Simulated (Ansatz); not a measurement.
Reaction (SMILES): [SiH3][CH2] (CH2-SiH3) → C atom + 5 H atom + Si atom
B3LYP-D3(BJ)/def2-TZVP geometries, fixed; electronic energies without zero-point terms.
Largest species:
```
Si
H 1 1.4823
H 1 1.4830 2 109.47
H 1 1.4878 2 107.84 3 116.74
C 1 1.8421 2 110.29 4 121.63
H 5 1.0839 1 122.71 2 -26.73
H 5 1.0841 6 114.66 1 177.78
```
Charge 0, spin multiplicity 2.

Basis-set convergence of the atomisation energy at r2SCAN with Ansatz (a first-principles code). Cartesian d functions, on some or all atoms, in 6-31+G*, 6-31G**, 6-311G**; all else is spherical. The program fits the integrals of some runs and decomposes those of others, by size. Open shells are unrestricted. No added dispersion term, no relativity. Functions are those of the species that has most. Reference: the value in aug-pcseg-3, 524.29 kcal/mol, itself unsure by roughly 0.18 kcal/mol (its mean distance from aug-cc-pV(Q+d)Z, def2-QZVPPD, pcseg-3). Deviations are taken from unrounded values.

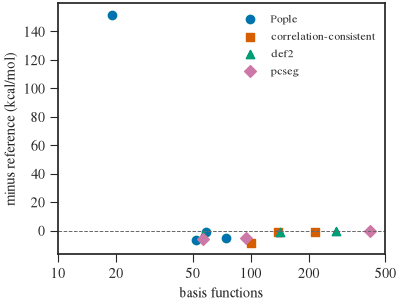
Figure: Deviation from the reference against the number of basis functions, by family of sets.

| basis | functions | atomisation energy (kcal/mol) | minus reference (kcal/mol) |
|---|---|---|---|
| STO-3G | 19 | 676.06 | 151.77 |
| 6-31+G* | 52 | 517.83 | -6.47 |
| def2-SVP | 57 | 521.07 | -3.22 |
| pcseg-1 | 57 | 518.31 | -5.99 |
| 6-31G** | 59 | 523.25 | -1.04 |
| 6-311G** | 75 | 518.89 | -5.41 |
| aug-pcseg-1 | 95 | 519.23 | -5.06 |
| aug-cc-pV(D+d)Z | 100 | 515.59 | -8.71 |
| cc-pV(T+d)Z | 139 | 523.31 | -0.98 |
| def2-TZVPP | 143 | 523.50 | -0.80 |
| aug-cc-pV(T+d)Z | 216 | 523.27 | -1.02 |
| def2-QZVPP | 277 | 523.81 | -0.48 |
| aug-pcseg-3 | 419 | 524.29 | 0.00 |
